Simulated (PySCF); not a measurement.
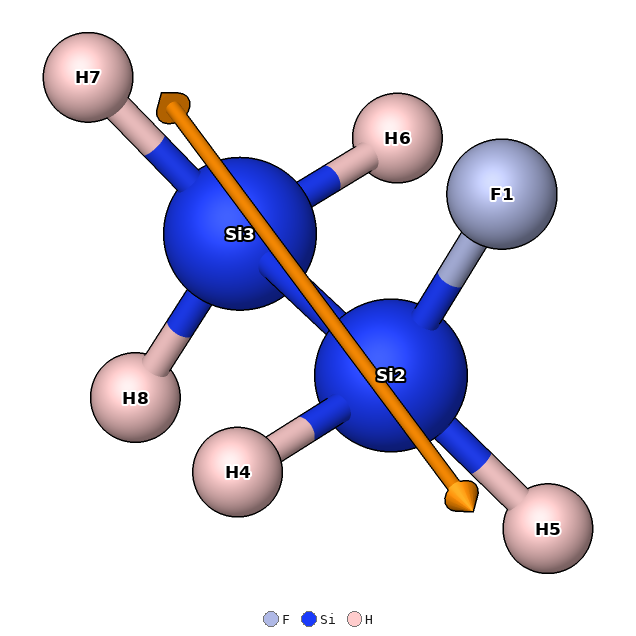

The double arrow shows the direction of the transition dipole to excited singlet state 9 (its length means nothing). Computed geometry: PBE0-D3(BJ)/def2-SVP optimisation. No frequency run is at hand to confirm it as a minimum. Method: TDDFT PBE0/6-31G*, vertical, gas phase, core orbitals frozen in the response (PySCF 2.14.0).

Question. How is the transition polarised?

Answer. Nearly parallel to the Si2–Si3 bond.

Question. Where does the transition lie, and how strong is it?

Answer. 9.39 eV (132 nm), oscillator strength 0.49, mainly HOMO−1 → LUMO+1 (weight 0.65); transition dipole 3.70 D.
